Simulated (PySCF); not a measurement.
# doublet [P4]+ at 4 levels

Wanted: a comparison of 4 runs (U-revPBE/def2-SVPD, UBLYP/def2-SVPD, UPBE/def2-SVPD, UCCSD(T)/def2-SVPD) of doublet [P4]+. Input form: a Python script.

Program for the calculation: PySCF 2.14.0.

2 further runs of the same task are left out: 2 set aside as unsound or not needed. Runs told in other sessions of the task aren't counted.

### 1 The structure to begin with

[P4]+ has 4 atoms, charge +1, and is taken as a doublet. As SMILES of the parent species, `P12P3P1P23`. The coordinates come from a PBE0-D4/def2-TZVP relaxation. That shape belongs to the parent species and isn't relaxed for this state.

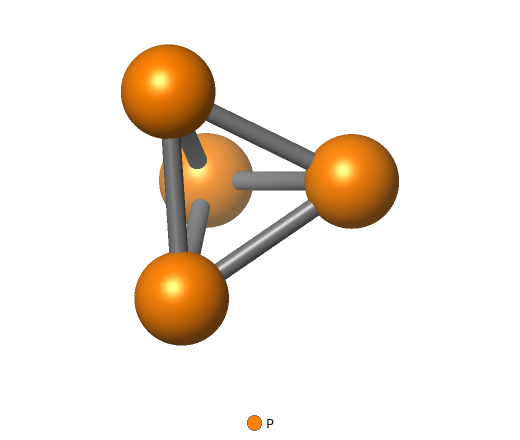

The structure, seen from a chosen angle (phosphorus orange).

### 2 A single-point energy at U-revPBE/def2-SVPD (run 1)

Input file input.py:

```python
from pyscf import gto, dft

system = gto.M(
    atom=[
    ('P', (-0.724800, -0.100000, 1.119400)),
    ('P', (1.294900, 0.109800, 0.315700)),
    ('P', (-0.185000, -1.091700, -0.749800)),
    ('P', (-0.385100, 1.081900, -0.685200)),
],
    basis='def2-svpd',
    max_memory=1860,
    charge=1,
    verbose=3,
    spin=1,
)

mf = dft.UKS(system, xc='revpbe')
mf.conv_tol = 1e-10
mf.grids.level = 5
mf.kernel()
if not mf.converged:
    mf = mf.newton().run(mf.mo_coeff, mf.mo_occ)

energy = mf.e_tot
print(f'total energy: {energy:.8f} hartree')
```

The run is started by

```console
$ OMP_NUM_THREADS=1 python input.py
```

The program printed:

```text
WARN: HOMO -0.459333335309994 >= LUMO -0.458867551543701

WARN: HOMO -0.460153990993715 >= LUMO -0.45927986684365

WARN: HOMO -0.46087762851386 >= LUMO -0.460223587819805

WARN: HOMO -0.460306220177348 >= LUMO -0.459515176118165

converged SCF energy = -1364.44568925635  <S^2> = 0.75317706  2S+1 = 2.0031745
total energy: -1364.44568926 hartree
```

It took 22 s on 1 thread of Intel Xeon 6975P-C (Granite Rapids), shared host; peak memory 0.5 GiB.

### 3 A single-point energy at UBLYP/def2-SVPD (run 2)

Input file job.py:

```python
from pyscf import gto, dft

molecule = gto.Mole()
molecule.atom = 'P -0.724800 -0.100000 1.119400; P 1.294900 0.109800 0.315700; P -0.185000 -1.091700 -0.749800; P -0.385100 1.081900 -0.685200'
molecule.spin = 1
molecule.verbose = 3
molecule.max_memory = 1860
molecule.basis = 'def2-svpd'
molecule.charge = 1
molecule.build()

mf = dft.UKS(molecule, xc='blyp')
mf.conv_tol = 1e-10
mf.grids.level = 5
mf.kernel()
if not mf.converged:
    mf = mf.newton().run(mf.mo_coeff, mf.mo_occ)

e_tot = mf.e_tot
print('Final energy', e_tot)
```

The run is started by

```console
$ OMP_NUM_THREADS=1 python job.py
```

The program printed:

```text
WARN: HOMO -0.451912970770427 >= LUMO -0.451431111611769

WARN: HOMO -0.453474804586795 >= LUMO -0.452898844067344

WARN: HOMO -0.453769104985246 >= LUMO -0.453139615809731

WARN: HOMO -0.452891174517862 >= LUMO -0.452818367429554

WARN: HOMO -0.452967115497022 >= LUMO -0.452828166848386

WARN: HOMO -0.452944719109268 >= LUMO -0.452763112727326

WARN: HOMO -0.452985754684592 >= LUMO -0.452779350686762

WARN: HOMO -0.453051467035137 >= LUMO -0.452445167484543

WARN: HOMO -0.453086926761389 >= LUMO -0.452433880529402

WARN: HOMO -0.453097066937001 >= LUMO -0.452440706338006

WARN: HOMO -0.4530844239118 >= LUMO -0.452393867583236

WARN: HOMO -0.453129650307048 >= LUMO -0.452396212125796

WARN: HOMO -0.453185571694041 >= LUMO -0.45243296840452

WARN: HOMO -0.453157160144911 >= LUMO -0.45239908973919

WARN: HOMO -0.45316872025373 >= LUMO -0.452407794890062

WARN: HOMO -0.453174946855946 >= LUMO -0.452413749133928

WARN: HOMO -0.453168395180992 >= LUMO -0.452407115207802

WARN: HOMO -0.453170363742726 >= LUMO -0.452409142656411

WARN: HOMO -0.453169908759166 >= LUMO -0.452408847092167

SCF not converged.
SCF energy = -1364.69139502 after 50 cycles  <S^2> = 0.75240664  2S+1 = 2.0024052

WARN: HOMO -0.453170727870696 >= LUMO -0.452409145231718

converged SCF energy = -1364.69139502581  <S^2> = 0.75240664  2S+1 = 2.0024052
Final energy -1364.6913950258054
```

Wall time 29 s (1 thread of Intel Xeon 6975P-C (Granite Rapids), shared host); peak memory 0.66 GiB.

Run 3 isn't shown in full; the table further down has it.

### 4 A single-point energy at UCCSD(T)/def2-SVPD (run 4)

Input file calc.py:

```python
from pyscf import gto, cc

mol = gto.Mole()
mol.atom = '''
P     -1.369673    -0.188973     2.115359
P      2.447006     0.207492     0.596587
P     -0.349599    -2.063014    -1.416917
P     -0.727734     2.044495    -1.294840
'''
mol.max_memory = 1860
mol.verbose = 3
mol.charge = 1
mol.spin = 1
mol.unit = 'bohr'
mol.basis = 'def2-svpd'
mol.build()

mf = mol.UHF()
mf.conv_tol = 1e-10
mf.kernel()
if not mf.converged:
    mf = mf.newton().run(mf.mo_coeff, mf.mo_occ)

mycc = cc.CCSD(mf, frozen=20)
mycc.kernel()
e_t = mycc.ccsd_t()
e_tot = mycc.e_tot + e_t
print('E = %.10f Eh' % e_tot)
```

The run is started by

```console
$ OMP_NUM_THREADS=1 python calc.py
```

The program printed:

```text
converged SCF energy = -1362.23059815527  <S^2> = 0.77724351  2S+1 = 2.0270604
E(UCCSD) = -1362.710264072545  E_corr = -0.4796659172737913
UCCSD(T) correction = -0.0316116154396442
E = -1362.7418756880 Eh
```

Wall time 44 s (1 thread of Intel Xeon 6975P-C (Granite Rapids), shared host); peak memory 1.6 GiB.

### 5 All runs side by side

```
run               level  integration grid  frozen core orbitals   energy (Eh)  HOMO energy (eV)  LUMO energy (eV)   ⟨S²⟩  wall time
  1  U-revPBE/def2-SVPD                 5                     –  -1364.445689            -12.54            -12.49  0.753       22 s
  2     UBLYP/def2-SVPD                 5                     –  -1364.691395            -12.33            -12.31  0.752       29 s
  3      UPBE/def2-SVPD                 5                     –  -1364.080518            -12.58            -12.54  0.753       24 s
  4  UCCSD(T)/def2-SVPD                 –                    20  -1362.741876            -15.66             -8.13  0.777       44 s
```

### 6 Summary of results

| quantity | value |
| --- | --- |
| run 4: total energy | -1362.74188 Eh |
| run 4: HOMO energy (Hartree–Fock orbitals) (highest over α and β) | -15.66 eV |
| run 4: LUMO energy (Hartree–Fock orbitals) (lowest over α and β) | -8.13 eV |
| run 4: correlation energy (20 core orbitals frozen) | -511.3 mEh |
| run 4: (T) correction | -31.61 mEh |
| run 4: ⟨S²⟩ of the reference determinant | 0.777 |
| run 4: T1 diagnostic | 0.022 |

Totals of different functionals can't be ranked against each other. All runs together took 2 min, the longest 44 s.
